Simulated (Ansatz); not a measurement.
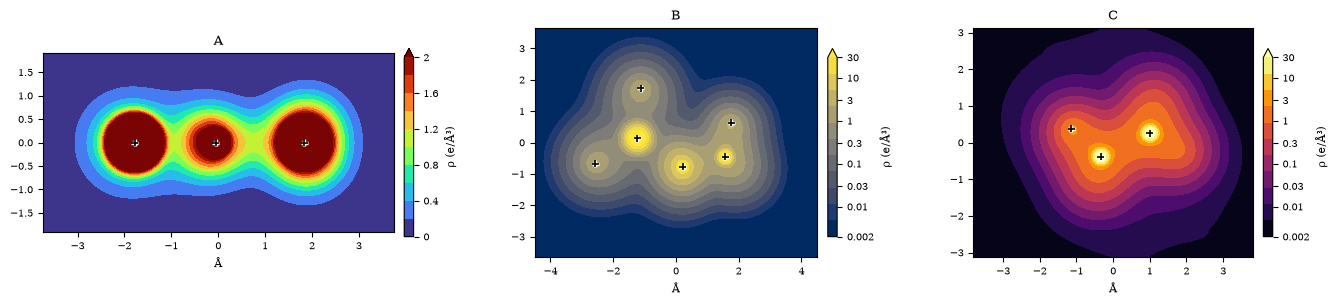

The total electron density of 3 systems, each on a plane through atoms (crosses mark nuclei in the plane).

Computed with isolated molecule in a Gaussian basis; Kohn-Sham density functional theory, functional PBE0 (Ansatz 0.2.0).

System 1: CBrGe (SMILES [Ge-]#[C]Br) (charge −1), a plane that holds the molecular axis. Geometry: B3LYP-D3(BJ)/def2-SVPD.

```xyz
3

C     0.0000    0.0000   -0.0528
Br    0.0000    0.0000    1.8336
Ge    0.0000    0.0000   -1.7808
```

System 2: CH5AlO (SMILES C[O][AlH2]), the plane of atoms C1, O3 and Al2. Geometry: PBE0-D3(BJ)/pcseg-1.

```yaml
atoms:
  - { symbol: C, position_ang: [-0.3191, 1.8806, 0.0253] }
  - { symbol: Al, position_ang: [-0.3089, 1.2374, -2.7670] }
  - { symbol: O, position_ang: [-0.0976, 1.0590, -1.0847] }
  - { symbol: H, position_ang: [0.6222, 2.0370, 0.5701] }
  - { symbol: H, position_ang: [-1.0283, 1.3991, 0.7126] }
  - { symbol: H, position_ang: [-0.7243, 2.8675, -0.2501] }
  - { symbol: H, position_ang: [0.0930, -0.0063, -3.6541] }
  - { symbol: H, position_ang: [-0.8840, 2.6139, -3.3175] }
```

System 3: C2H5 (SMILES [CH2-]C) (charge −1, triplet), the plane of atoms C1, C2 and H5. Geometry: PBE0-D3(BJ)/def2-SVPD; the highest occupied orbital lies above zero, a sign that basis and functional describe the outermost electron poorly.

```xyz
7

C    -2.3821    0.5164   -1.0457
C    -1.1087    0.7134   -1.7814
H    -3.3179    0.4065   -1.5983
H    -2.4182    0.6836    0.0332
H    -0.2426    0.4089   -1.1678
H    -1.1025    0.1436   -2.7273
H    -0.9550    1.7831   -2.0481
```

Question: Which map belongs to which system?

Answer: Panel A is system 1, CBrGe: the plane holds C, Br and Ge. C–Ge (1.73 Å): the density is about 1.1 e/Å³ at the midpoint. Panel B is system 2, CH5AlO: the plane holds C, Al, O and H. C–O (1.40 Å): the density is about 2.1 e/Å³ at the midpoint, with its minimum of 1.8 e/Å³ about 0.5 Å from C. Panel C is system 3, C2H5: the plane holds C and H. C–C (1.48 Å): the density is about 1.8 e/Å³ at the midpoint.
